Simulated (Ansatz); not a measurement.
C2H10OSi2

The calculation's input:

```
crystal:
  periodic: [false, false, false]
  atoms:
    - { symbol: C, position_ang: [-2.1548, 0.5775, 1.3] }
    - { symbol: Si, position_ang: [-0.7085, 1.2173, 0.3876] }
    - { symbol: O, position_ang: [0.6269, 0.3261, 0.72] }
    - { symbol: C, position_ang: [0.9707, -0.9073, 0.0472] }
    - { symbol: Si, position_ang: [1.94799, -2.23016, 0.90192] }
    - { symbol: H, position_ang: [-2.0595, 0.6878, 2.3705] }
    - { symbol: H, position_ang: [-2.4052, -0.4137, 1.0332] }
    - { symbol: H, position_ang: [-3.0414, 1.2456, 1.0335] }
    - { symbol: H, position_ang: [-0.4332, 2.6519, 0.7803] }
    - { symbol: H, position_ang: [-0.9423, 1.1496, -1.0495] }
    - { symbol: H, position_ang: [0.04912, -1.29661, -0.37047] }
    - { symbol: H, position_ang: [1.52822, -0.5801, -0.8958] }
    - { symbol: H, position_ang: [1.19366, -2.67706, 2.06264] }
    - { symbol: H, position_ang: [2.17939, -3.32534, -0.02718] }
    - { symbol: H, position_ang: [3.2456, -1.72529, 1.36752] }
basis:
  gaussian: { orbitals: def2-SVP }
hamiltonian:
  xc: b3lyp
  dispersion: d4
relax:
  f_tol: 0.015
  max_steps: 40
output:
  orbitals: {}
```

Launched as:

```sh
ansatz run input.yaml --threads 2 --pin off --max-ram 3072MiB --backend cpu --events-out ev --progress --plain --runs-dir out
```

The fields are those of the run's last geometry, not of the input's.

These are results of RKS B3LYP-D4/def2-SVP (Ansatz 0.2.0), not measurements.

Predict the electron density and electron localisation function between the atoms.

C–O (1.42 Å): the density is about 2 e/Å³ at the midpoint, with its minimum of 1.7 e/Å³ about 0.5 Å from C; the ELF peaks at about 0.90 between the atoms; a shared but strongly polarised pair.
Si–O (1.68 Å): the density is about 1 e/Å³ at the midpoint; the ELF peaks at about 0.85 between the atoms; a polar covalent bond.
C–Si (1.90 Å): ρ at the midpoint is about 0.95 e/Å³; the ELF peaks at about 1 between the atoms; a shared electron pair.
Si–H (1.49 Å): the density is about 0.78 e/Å³ at the midpoint; the ELF climbs to about 1 towards the hydrogen, as it does in any bond to H.

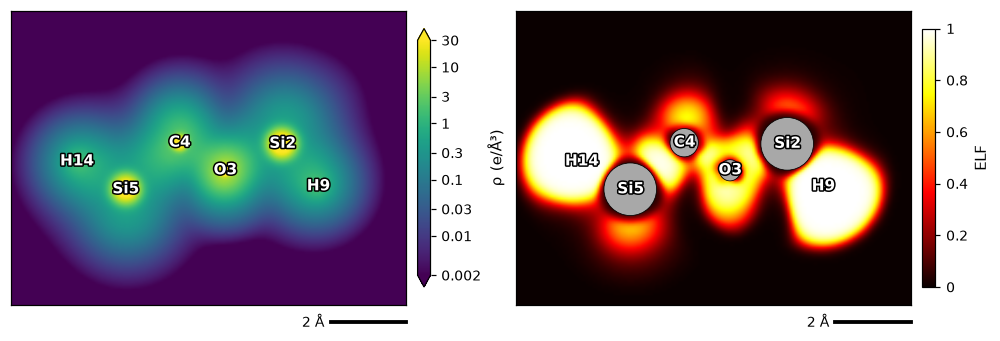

Computed electron density and electron localisation function on the plane of atoms Si2, O3 and C4, in this order. Grey discs cover the atomic cores in the ELF map. 
